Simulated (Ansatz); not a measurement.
Converging the plane-wave cutoff: BaGa2H2 (P3m1, 5 atoms in the cell)

```yaml
crystal:
  lattice:
    - [4.51261, 0.00000, 0.00000]
    - [-2.25631, 3.90804, 0.00000]
    - [0.00000, 0.00000, 4.96539]
  atoms:
    - { symbol: Ba, position: [0.00000, 0.00000, 0.01007] }
    - { symbol: Ga, position: [0.33333, 0.66667, 0.46883] }
    - { symbol: Ga, position: [0.66667, 0.33333, 0.53117] }
    - { symbol: H, position: [0.33333, 0.66667, 0.13291] }
    - { symbol: H, position: [0.66667, 0.33333, 0.86709] }
```

Method: LDA (PW92), default PAW files made with PBE (plane waves; Ansatz, a program for electronic structure).

Base settings: basis.ecutwfc = 30.9 Ry; kpoints.mp_grid.grid = 8 8 6; hamiltonian.xc = lda; hamiltonian.pseudopotentials = {kind: paw} (the program's default PAW files); scf.occupations.method = fermi_dirac; scf.occupations.width = 0.0073 Ry.

The second cell is the first with its lattice scaled by 0.98.

The mesh stays at the base's, so the ladder's end is converged at best in this setting alone.

The first pressure column holds Ansatz's estimate of the finite-basis (Pulay) stress, which hides part of the cutoff error; the other is without it.

Only quantities that move along the ladder and can be compared are tabulated.

The count of work is k-points × plane waves × bands × iterations; it is no time. 

The starting cell comes from a database of computed structures (which also holds hypothetical and non-ambient phases and stackings), without a prior relaxation at this level. Its lattice was rescaled by up to half a per cent. One atom was moved a little off its site on purpose. In the base run, with a pressure of about -3 GPa the cell is away from its equilibrium volume at this level.

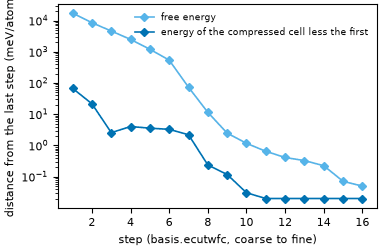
Distance from the last step along the ladder; very small values are drawn at a floor.

| basis.ecutwfc | free energy less the last step's (meV/atom) | energy of the compressed cell less the first (meV/atom) | pressure (GPa) | pressure without the Pulay estimate (GPa) | largest difference of a force vector from the last step's (eV/Å) | count of work / last |
|---|---|---|---|---|---|---|
| 10.7 Ry | 17358.27 | -79.92 | -2.81 | -448.24 | 0.975 | 0.064 |
| 12.5 Ry | 8583.46 | -33.99 | -5.86 | -263.70 | 0.177 | 0.078 |
| 14 Ry | 4642.35 | -9.73 | -2.84 | -171.85 | 0.161 | 0.093 |
| 15.4 Ry | 2502.50 | -16.35 | -3.03 | -111.86 | 0.153 | 0.090 |
| 16.9 Ry | 1208.12 | -15.90 | -2.90 | -66.35 | 0.296 | 0.13 |
| 18.4 Ry | 541.92 | -9.03 | -3.05 | -36.72 | 0.149 | 0.14 |
| 21.7 Ry | 73.35 | -10.10 | -3.09 | -9.37 | 0.046 | 0.18 |
| 24.6 Ry | 11.49 | -12.07 | -3.29 | -4.32 | 0.009 | 0.21 |
| 27.9 Ry | 2.49 | -12.19 | -3.31 | -3.45 | 0.001 | 0.23 |
| 30.9 Ry | 1.17 | -12.28 | -3.32 | -3.37 | 0.001 | 0.27 |
| 33.8 Ry | 0.65 | -12.29 | -3.32 | -3.35 | 0.001 | 0.35 |
| 37.1 Ry | 0.41 | -12.29 | -3.32 | -3.33 | 0.001 | 0.35 |
| 41.5 Ry | 0.33 | -12.30 | -3.32 | -3.33 | 0.000 | 0.41 |
| 46.3 Ry | 0.22 | -12.30 | -3.33 | -3.33 | 0.000 | 0.49 |
| 54 Ry | 0.07 | -12.31 | -3.33 | -3.33 | 0.000 | 0.69 |
| 61.7 Ry | 0.02 | -12.31 | -3.33 | -3.33 | 0.000 | 0.85 |
| 74.2 Ry | 0.00 | -12.31 | -3.33 | -3.33 | 0.000 | 1.0 |

Coarsest basis.ecutwfc that holds the pressure within 0.2 GPa of the last step, with all finer ones: 24.6 Ry, at 0.21 of the last step's count of work; the step before is off by 0.23 GPa.

Coarsest basis.ecutwfc that holds the forces within 0.01 eV/Å of the last step, with all finer ones: 24.6 Ry, at 0.21 of the last step's count of work; the step before is off by 0.046 eV/Å.

Coarsest basis.ecutwfc that holds the pressure without the Pulay estimate within 0.1 GPa of the last step, with all finer ones: 30.9 Ry, at 0.27 of the last step's count of work; the step before is off by 0.12 GPa.

The energy difference between the two cells stays within 1 meV/atom of the last step's from 24.6 Ry on, the total only from 33.8 Ry on: much of the error is common to both cells and cancels.

Two neighbours can agree and both be off: 15.4 Ry and 16.9 Ry differ by 0.45 meV/atom in the energy of the compressed cell less the first, yet lie about 3.6 meV/atom from the last step.

At the lowest cutoff the pressure without the Pulay estimate lies 445 GPa under the last step's, the usual sign of Pulay stress in an incomplete plane-wave basis.

Keys are those of Ansatz 0.2.
